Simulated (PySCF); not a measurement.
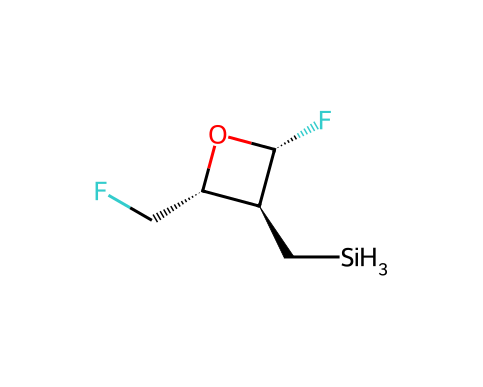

Computed geometry: GFN2-xTB optimisation. No frequency run is at hand to confirm it as a minimum. Level of theory: PBE0/pcSseg-1, gas phase (PySCF 2.14.0).

Computed properties:

The species is C5H10F2OSi (`FC[C@@H]1O[C@H](F)[C@H]1C[SiH3]`).
- dipole moment: 1.71 D
- HOMO energy (Kohn–Sham orbital): −8.29 eV
- LUMO energy (Kohn–Sham orbital): 0.58 eV
- HOMO–LUMO gap: 8.87 eV

The geometry is semi-empirical. Around Si such bond lengths and angles can be off by a tenth of an ångström or more and by several degrees, and values that hang on the shape move with them.
